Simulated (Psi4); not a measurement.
# UMP2/def2-TZVP run of GaNH3 (SMILES [NH2][GaH])

Aim: the vertical doublet–quartet gap of GaNH3 at UMP2/def2-TZVP, from 2 runs. 

The calculation is run with Psi4 1.11.

1 further run of the same task is left out (set aside as unsound or not needed).

**1. The structure to begin with**

GaNH3: 5 atoms, total charge 0, spin state doublet. SMILES: `[NH2][GaH]`. The shape is that of a PBE0-D4/def2-TZVP optimisation. This is one conformer, not always the lowest.

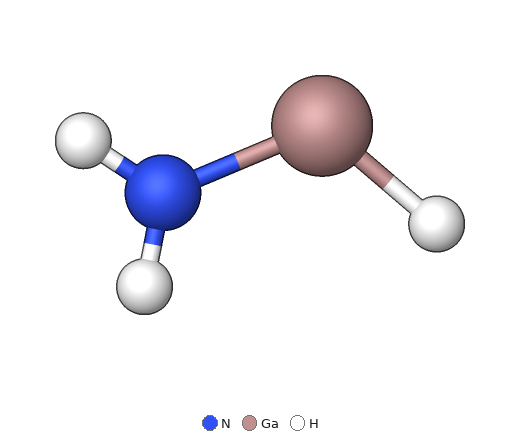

Viewed from a chosen angle; nitrogen blue, gallium pink, hydrogen white.

**2. The energy at UMP2/def2-TZVP**

calc.inp

```
memory 1600 mb

molecule mol {
  0 2
  N     -0.211900    -0.684000     0.064700
  Ga     0.815500     0.782900     0.417000
  H     -0.946800    -0.701300    -0.625100
  H     -0.115200    -1.569300     0.532000
  H      0.508200     2.097900    -0.430100
  symmetry c1
}

set basis def2-TZVP
set reference uhf
set puream true
set e_convergence 1e-09
set d_convergence 1e-08
set scf_type pk
set num_frozen_docc 10
set mp2_type conv
set maxiter 200

E, wfn = energy('mp2', return_wfn=True)
```

Started as:

```sh
$ psi4 -n 1 calc.inp calc.out
```

calc.out:

```text
[...]
  Running in c1 symmetry.
[...]
  Nuclear repulsion =   95.419926874908640
[...]
  Multiplicity = 2
[...]
  Nalpha       = 21
  Nbeta        = 20
[...]
    Number of basis functions: 97
[...]
   @UHF iter   1: -1977.82983055121440   -2.97228e+00   3.04336e-02 DIIS/ADIIS
[...]
   @UHF iter  16: -1979.45104838716156   -3.41061e-12   4.34961e-09 DIIS
[...]
   @S^2 Observed:                7.568445865E-01
[...]
    Orbital Energies [Eh]
    ---------------------
    Alpha Occupied:
       1A   -378.804581     2A    -48.156026     3A    -42.484211
       4A    -42.483295     5A    -42.481006     6A    -15.528072
       7A     -6.386565     8A     -4.480291     9A     -4.478729
      10A     -4.473244    11A     -1.200811    12A     -1.190101
      13A     -1.190035    14A     -1.187609    15A     -1.183783
      16A     -1.090366    17A     -0.639561    18A     -0.609119
      19A     -0.476836    20A     -0.391121    21A     -0.303058
    Alpha Virtual:
      22A      0.058121    23A      0.114634    24A      0.171062
      25A      0.196181    26A      0.212127    27A      0.277450
[...]
  @UHF Final Energy: -1979.45104838716156
   => Energetics <=
    Nuclear Repulsion Energy =             95.4199268749086400
    One-Electron Energy =               -2951.7071348753115672
    Two-Electron Energy =                 876.8361596132416480
    Total Energy =                      -1979.4510483871613360
  UHF NO Occupations:
  HONO-2 :   19  A 1.9994337
  HONO-1 :   20  A 1.9974908
[...]
 Multipole Moments:
 ------------------------------------------------------------------------------------
     Multipole            Electronic (a.u.)      Nuclear  (a.u.)        Total (a.u.)
 ------------------------------------------------------------------------------------
 L = 1.  Multiply by 2.5417464519 to convert [e a0] to [Debye]
 Dipole X            :          3.4690722           -3.5661113           -0.0970391
 Dipole Y            :          3.0537140           -3.3622894           -0.3085755
 Dipole Z            :          1.9926385           -1.9542468            0.0383917
 Magnitude           :                                                    0.3257443
[...]
	SCS-MP2 Total Energy (a.u.)        : -1979.85395303215182
	SOS-MP2 Total Energy (a.u.)        : -1979.81540162533361
	SCSN-MP2 Total Energy (a.u.)       : -1979.65459981516165
[...]
	SOS-PI-MP2 Total Energy (a.u.)     : -1979.87612716502895
[...]
	MP2 Total Energy (a.u.)            : -1979.87033030609291
[...]
```

Wall time 10 s (1 thread of Intel Xeon Platinum 8259CL at 2.50GHz (Skylake/Cascade Lake), shared host); peak memory 0.56 GiB.

**3. The quartet**

calc.in

```
memory 1600 mb

molecule m {
  0 4
  N     -0.211900    -0.684000     0.064700
  Ga     0.815500     0.782900     0.417000
  H     -0.946800    -0.701300    -0.625100
  H     -0.115200    -1.569300     0.532000
  H      0.508200     2.097900    -0.430100
  symmetry c1
}

set basis def2-TZVP
set reference uhf
set puream true
set e_convergence 1e-09
set d_convergence 1e-08
set scf_type pk
set num_frozen_docc 10
set mp2_type conv
set maxiter 200

energy_value, wavefunction = energy('mp2', return_wfn=True)
print_variables()
```

Started as:

```sh
$ psi4 -i calc.in -o calc.out -n 1
```

calc.out:

```text
[...]
  Running in c1 symmetry.
[...]
  Nuclear repulsion =   95.419926874908640
[...]
  Multiplicity = 4
[...]
  Nalpha       = 22
  Nbeta        = 19
[...]
    Number of basis functions: 97
[...]
   @UHF iter   1: -1977.53518360898624   -2.67763e+00   3.12023e-02 ADIIS/DIIS
[...]
   @UHF iter  15: -1979.32252391225393   -2.25100e-11   9.75117e-09 DIIS
[...]
   @S^2 Observed:                3.763224921E+00
[...]
    Orbital Energies [Eh]
    ---------------------
    Alpha Occupied:
       1A   -378.775491     2A    -48.127819     3A    -42.456107
       4A    -42.455063     5A    -42.453419     6A    -15.712579
       7A     -6.359605     8A     -4.452543     9A     -4.452110
      10A     -4.448044    11A     -1.319085    12A     -1.162366
      13A     -1.162277    14A     -1.159443    15A     -1.157693
      16A     -1.156250    17A     -0.797569    18A     -0.729689
      19A     -0.664144    20A     -0.483737    21A     -0.296058
      22A     -0.185842
    Alpha Virtual:
      23A      0.068098    24A      0.136059    25A      0.161937
[...]
  @UHF Final Energy: -1979.32252391225393
   => Energetics <=
    Nuclear Repulsion Energy =             95.4199268749086400
    One-Electron Energy =               -2951.0612687746579468
    Two-Electron Energy =                 876.3188179874954358
    Total Energy =                      -1979.3225239122539278
  UHF NO Occupations:
  HONO-2 :   20  A 1.0000000
  HONO-1 :   21  A 1.0000000
[...]
 Multipole Moments:
 ------------------------------------------------------------------------------------
     Multipole            Electronic (a.u.)      Nuclear  (a.u.)        Total (a.u.)
 ------------------------------------------------------------------------------------
 L = 1.  Multiply by 2.5417464519 to convert [e a0] to [Debye]
 Dipole X            :          2.1449364           -3.5661113           -1.4211750
 Dipole Y            :          1.2465494           -3.3622894           -2.1157400
 Dipole Z            :          1.5036463           -1.9542468           -0.4506004
 Magnitude           :                                                    2.5882687
[...]
	SCS-MP2 Total Energy (a.u.)        : -1979.67526427878829
	SOS-MP2 Total Energy (a.u.)        : -1979.64025235277086
	SCSN-MP2 Total Energy (a.u.)       : -1979.50738688162664
[...]
	SOS-PI-MP2 Total Energy (a.u.)     : -1979.69320709285716
[...]
	MP2 Total Energy (a.u.)            : -1979.69233339073730
[...]
```

Wall time 10 s (1 thread of Intel Xeon Platinum 8259CL at 2.50GHz (Skylake/Cascade Lake), shared host); peak memory 0.56 GiB.

**4. Outcome**

Level: UMP2/def2-TZVP, 10 core orbitals frozen.

| quantity | value |
| --- | --- |
| doublet: total energy | -1979.87033 Eh |
| doublet: HOMO energy (Hartree–Fock orbitals) (highest over α and β) | -8.25 eV |
| doublet: LUMO energy (Hartree–Fock orbitals) (lowest over α and β) | 1.24 eV |
| doublet: correlation energy (10 core orbitals frozen) | -419.3 mEh |
| doublet: ⟨S²⟩ of the reference determinant | 0.757 |
| quartet: total energy | -1979.69233 Eh |
| quartet: HOMO energy (Hartree–Fock orbitals) (highest over α and β) | -5.06 eV |
| quartet: LUMO energy (Hartree–Fock orbitals) (lowest over α and β) | -0.36 eV |
| quartet: correlation energy (10 core orbitals frozen) | -369.8 mEh |
| quartet: ⟨S²⟩ of the reference determinant | 3.763 |
| vertical energy of the quartet above the doublet | 4.844 eV |

**Reading.** At this shape the quartet lies 4.84 eV (467 kJ/mol) above the doublet.
